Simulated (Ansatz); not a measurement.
**AlGaH+ (quintet): correlated methods under varied settings**

What do other methods and options give for AlGaH+ (quintet) at this geometry, and how long do they take?

Program: Ansatz 0.2.0, Gaussian basis. Level of theory: the settings change from run to run. These are calculated values, not measurements.

14 further runs of the same task are left out: 9 that didn't finish, 5 set aside as unsound or not needed.

### 1 What is computed

The geometry is a PBE0/def2-TZVP stationary point (not a proven minimum) of the parent state, kept for this charge and spin. No spin-orbit coupling is included. The filled d shell of Ga may be among the frozen orbitals whatever the setting's name suggests; the logs give the count.

3 atoms, charge 1, spin multiplicity 5.

Atoms are counted from 1 here; the program's logs count them from 0.

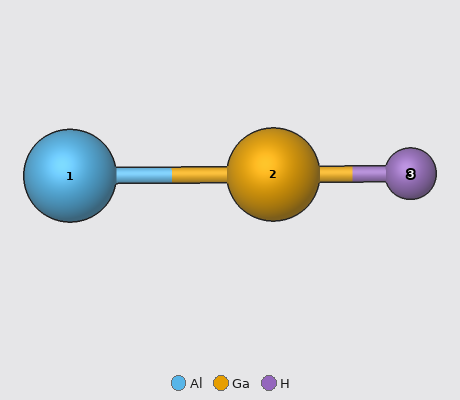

The geometry (aluminium blue, gallium amber, hydrogen purple); atoms are numbered from 1 in the order of the file.

### 2 CCSD(T)/6-31G

in.yaml

```yaml
crystal:
  periodic: [false, false, false]
  atoms:
    - {symbol: Al, position_ang: [0.000000, 0.000000, 2.058500]}
    - {symbol: Ga, position_ang: [0.000000, 0.000000, -0.249900]}
    - {symbol: H, position_ang: [0.000000, 0.000000, -1.808600]}
basis:
  gaussian: {orbitals: 6-31G, fitting: {mean_field: def2-universal-jkfit}}
total_charge: 1
magnetization: {spin_polarized: true, initial_magnetization: 4}
hamiltonian: {xc: {name: B3LYP}}
correlation: {method: ccsd_t, electrons: valence, diis_vectors: 4}
output: {forces: true}
```

Command:

```sh
> ansatz run in.yaml --threads 1 --pin off --events-out ev --progress --plain --max-ram 2393MiB
```

Standard output, cut to the lines that bear on the results:

```text
Functional definition: B3LYP
  name "B3LYP"
  cite "Stephens, Devlin, Chabalowski & Frisch, J. Phys. Chem. 98, 11623 (1994) doi:10.1021/j100096a001"
  cite "Becke, Phys. Rev. A 38, 3098 (1988) doi:10.1103/PhysRevA.38.3098"
  cite "Lee, Yang & Parr, Phys. Rev. B 37, 785 (1988) doi:10.1103/PhysRevB.37.785"
  cite "Vosko, Wilk & Nusair, Can. J. Phys. 58, 1200 (1980) doi:10.1139/p80-159"
[...]
412 factors; integrals over basis functions are off by at most 7.6e-2 eV
[...]
mean field -58969.00947634 eV, -2167.0711276254 hartree, gradient 7.0e-7 eV, S^2 6.004461; 0 other end points of the search recorded, 0 dependent functions left out
14 core orbitals not correlated: weight in the atoms' cores, before any rotation towards them, 1.000 or more for the frozen orbitals, at most 0.000 for the correlated occupied ones
reference -58910.82608122 eV, -2164.9329272928 hartree; 10, 6 occupied and 20, 24 virtual orbitals, 412 factors
second order -5.93578047 eV of doubles, -0.24041277 eV of singles
cycle   1  -5.72113789 eV  change    4.5e-1 eV  update   7.3e-2
[...]
cycle  16  -6.01367448 eV  change   -1.1e-6 eV  update   1.2e-6
perturbative correction -0.12017305 eV, -0.0044162780 hartree
[...]
Total energy: -58916.95992875 eV, -2165.1583420318 hartree
Atom 0 at     0.000000     0.000000     2.058500 Å, force    -0.000000    -0.000000     1.876854 eV/Å
Atom 1 at     0.000000     0.000000    -0.249900 Å, force     0.000000     0.000000    -0.403975 eV/Å
Atom 2 at     0.000000     0.000000    -1.808600 Å, force     0.000000    -0.000000    -1.472879 eV/Å
Dipole moment:    -0.000000     0.000000     0.162977 e Å
```

Run time: 4 s. Hardware: 1 thread of Arm Neoverse V2, shared host.

From the report: ⟨S²⟩ of the determinant 6.004 (pure quintet: 6.00); correlation -6.1338 eV; T1 0.020; largest double amplitude 0.11. The orbitals are Kohn-Sham ones, so correlation energy and T1 don't compare with those on Hartree-Fock orbitals.

### 3 HF/6-31G

in.yaml

```yaml
crystal:
  periodic: [false, false, false]
  atoms:
    - {symbol: Al, position_ang: [0.000000, 0.000000, 2.058500]}
    - {symbol: Ga, position_ang: [0.000000, 0.000000, -0.249900]}
    - {symbol: H, position_ang: [0.000000, 0.000000, -1.808600]}
basis:
  gaussian: {orbitals: 6-31G, point_charges: [{charge: -0.50, position_ang: [2.745, 0.174, -0.249]}]}
total_charge: 1
magnetization: {spin_polarized: true, initial_magnetization: 4}
hamiltonian: {xc: hf}
output: {orbitals: {seedname: orbitals}}
```

Launched as before.

Standard output:

```text
Functional definition: HF
  name "HF"
  cite "Fock, Z. Phys. 61, 126 (1930) doi:10.1007/BF01340294"
  parent pbe
  exchange = exact_x
  correlation = 0
420 factors; integrals over basis functions are off by at most 5.8e-4 eV
mean field evaluation 1: about -58912.6625 eV, gradient 5.8e0 eV
mean field evaluation 2: about -58912.7091 eV, gradient 5.9e0 eV
mean field evaluation 4: about -58913.4755 eV, gradient 1.8e0 eV
mean field evaluation 8: about -58913.8134 eV, gradient 3.7e-1 eV
mean field evaluation 16: about -58912.6054 eV, gradient 4.3e0 eV
mean field evaluation 32: about -58913.2414 eV, gradient 2.5e0 eV
mean field -58913.83710975 eV, -2165.0435805504 hartree, gradient 2.8e-5 eV, S^2 6.022689; 0 other end points of the search recorded, 0 dependent functions left out
reference -58913.83710975 eV, -2165.0435805504 hartree; 24, 20 occupied and 20, 24 virtual orbitals, 420 factors
Total energy: -58913.83710975 eV, -2165.0435805504 hartree
```

It took 0.6 s on 1 thread of Arm Neoverse V2, shared host.

From the report: ⟨S²⟩ of the determinant 6.023 (pure quintet: 6.00).

### 4 CCSDT(Q)/B on UHF/6-31G

in.yaml

```yaml
crystal:
  periodic: [false, false, false]
  atoms:
    - {symbol: Al, position_ang: [0.000000, 0.000000, 2.058500]}
    - {symbol: Ga, position_ang: [0.000000, 0.000000, -0.249900]}
    - {symbol: H, position_ang: [0.000000, 0.000000, -1.808600]}
basis:
  gaussian: {orbitals: 6-31G}
total_charge: 1
magnetization: {spin_polarized: true, initial_magnetization: 4}
hamiltonian: {pseudopotentials: {relativity: none}}
correlation: {method: ccsdt_q_b, electrons: outside_noble_gas}
scf: {lower_state_search: off}
```

Same command.

Standard output, cut to the lines that bear on the results:

```text
Functional definition: HF
  name "HF"
  cite "Fock, Z. Phys. 61, 126 (1930) doi:10.1007/BF01340294"
  parent pbe
[...]
729 factors; integrals over basis functions are off by at most 2.3e-7 eV
[...]
mean field -58911.31353907 eV, -2164.9508410383 hartree, gradient 5.0e-6 eV, S^2 6.022467; 0 other end points of the search recorded, 0 dependent functions left out
19 core orbitals not correlated: weight in the atoms' cores, before any rotation towards them, 0.991 or more for the frozen orbitals, at most 0.004 for the correlated occupied ones
reference -58911.31353907 eV, -2164.9508410383 hartree; 5, 1 occupied and 20, 24 virtual orbitals, 729 factors
second order -0.90176931 eV of doubles, -0.00000000 eV of singles
cycle   1  -1.17739973 eV  change   -2.8e-1 eV  update   7.2e-2
[...]
cycle  18  -1.51230443 eV  change   -8.3e-8 eV  update   1.4e-7
perturbative correction -0.00235482 eV, -0.0000865379 hartree
Total energy: -58912.82819832 eV, -2165.0065037391 hartree
Checks for a lower state left out: stability, starts, cluster_reference, orbital_swaps, neighbouring_geometries, increment
```

Wall time 2.3 s (1 thread of Arm Neoverse V2, shared host).

From the report: ⟨S²⟩ of the determinant 6.022 (pure quintet: 6.00); correlation -1.5147 eV; T1 0.057; largest double amplitude 0.12.

### 5 MP2 on ROHF/6-31G

in.yaml

```yaml
crystal:
  periodic: [false, false, false]
  atoms:
    - {symbol: Al, position_ang: [0.000000, 0.000000, 2.058500]}
    - {symbol: Ga, position_ang: [0.000000, 0.000000, -0.249900]}
    - {symbol: H, position_ang: [0.000000, 0.000000, -1.808600]}
basis:
  gaussian: {orbitals: 6-31G}
total_charge: 1
magnetization: {spin_polarized: false, initial_magnetization: 4}
correlation: {method: mp2, electrons: outside_noble_gas}
output: {forces: true}
```

Launched as before.

Standard output, cut to the lines that bear on the results:

```text
Functional definition: HF
  name "HF"
  cite "Fock, Z. Phys. 61, 126 (1930) doi:10.1007/BF01340294"
  parent pbe
[...]
420 factors; integrals over basis functions are off by at most 5.8e-4 eV
[...]
mean field -58911.21974008 eV, -2164.9473939890 hartree, gradient 9.0e-6 eV, S^2 6.000000; 4 other end points of the search recorded, 0 dependent functions left out
[...]
19 core orbitals not correlated: weight in the atoms' cores, before any rotation towards them, 0.993 or more for the frozen orbitals, at most 0.004 for the correlated occupied ones
reference -58911.21974008 eV, -2164.9473939890 hartree; 5, 1 occupied and 20, 24 virtual orbitals, 420 factors
second order -0.92875989 eV of doubles, -0.02499830 eV of singles
[...]
Total energy: -58912.17349827 eV, -2164.9824439561 hartree
Atom 0 at     0.000000     0.000000     2.058500 Å, force     0.000000     0.000000     2.159697 eV/Å
Atom 1 at     0.000000     0.000000    -0.249900 Å, force     0.000000    -0.000000    -1.321794 eV/Å
Atom 2 at     0.000000     0.000000    -1.808600 Å, force    -0.000000    -0.000000    -0.837903 eV/Å
Dipole moment:    -0.000000    -0.000000     0.169706 e Å
```

Run time: 1.4 s. Hardware: 1 thread of Arm Neoverse V2, shared host.

### 6 BCCD(T) on UHF/aug-cc-pVDZ

in.yaml

```yaml
crystal:
  periodic: [false, false, false]
  atoms:
    - {symbol: Al, position_ang: [0.000000, 0.000000, 2.058500]}
    - {symbol: Ga, position_ang: [0.000000, 0.000000, -0.249900]}
    - {symbol: H, position_ang: [0.000000, 0.000000, -1.808600]}
basis:
  gaussian: {orbitals: aug-cc-pVDZ}
total_charge: 1
magnetization: {spin_polarized: true, initial_magnetization: 4}
hamiltonian: {pseudopotentials: {relativity: scalar}}
correlation: {method: bccd_t, electrons: outside_noble_gas}
accuracy: high
```

Launched as before.

Standard output, cut to the lines that bear on the results:

```text
Functional definition: HF
  name "HF"
  cite "Fock, Z. Phys. 61, 126 (1930) doi:10.1007/BF01340294"
  parent pbe
[...]
1289 factors; integrals over basis functions are off by at most 4.3e-9 eV
[...]
mean field -59340.59358889 eV, -2180.7265918928 hartree, gradient 1.4e-8 eV, S^2 6.020565; 2 other end points of the search recorded, 0 dependent functions left out
determinant -59340.59358889 eV, -2180.7265918928 hartree, with singles and doubles -59342.58445899 eV, -2180.7997550195 hartree
determinant -59337.85283392 eV, -2180.6258710053 hartree, with singles and doubles -59339.78484966 eV, -2180.6968712743 hartree
determinant -59337.23359582 eV, -2180.6031144250 hartree, with singles and doubles -59340.10740463 eV, -2180.7087249507 hartree
19 core orbitals not correlated: weight in the atoms' cores, before any rotation towards them, 0.996 or more for the frozen orbitals, at most 0.002 for the correlated occupied ones
reference -59340.59358889 eV, -2180.7265918928 hartree; 5, 1 occupied and 48, 52 virtual orbitals, 1289 factors
second order -1.38449937 eV of doubles, -0.00000000 eV of singles
cycle   1  -1.99065327 eV  change   -9.5e-2 eV  update   2.6e-2
[...]
cycle  26  -1.99899224 eV  change   1.0e-11 eV  update  2.8e-10
perturbative correction -0.08243796 eV, -0.0030295393 hartree
Total energy: -59342.67501910 eV, -2180.8030830420 hartree
Relativity: scalar
```

Wall time 8 s (1 thread of Arm Neoverse V2, shared host); peak memory 0.37 GiB.

From the report: ⟨S²⟩ of the determinant 6.021 (pure quintet: 6.00); correlation -2.0814 eV; largest double amplitude 0.09.

### 7 All runs side by side

Where basis and cores are those of an earlier FCI/6-31G run (-58912.8199 eV), and the state is the same kind, the miss against it is given.

```tsv
level	correlated	functions	energy (eV)	from FCI (meV)	time
CCSD(T)/6-31G (on B3LYP orbitals)	valence	44	-58916.9599		4 s
HF/6-31G (beside a point charge)		44	-58913.8371		0.6 s
CCSDT(Q)/B on UHF/6-31G	outside noble gas	44	-58912.8282		2.3 s
MP2 on ROHF/6-31G	outside noble gas	44	-58912.1735	646.4	1.4 s
BCCD(T) on UHF/aug-cc-pVDZ (relativity set)	outside noble gas	72	-59342.6750		8 s
```

### 8 Results

| quantity | value |
| --- | --- |
| runs | 5 |
| quickest | HF/6-31G (beside a point charge), 0.6 s |
| slowest | BCCD(T) on UHF/aug-cc-pVDZ (relativity set), 8 s |

Total energies in different bases, with other cores or another treatment of relativity can't be set against each other. BCCD(T) on UHF/aug-cc-pVDZ (relativity set) took 13 times as long as HF/6-31G (beside a point charge); the jobs differ in more than the method.
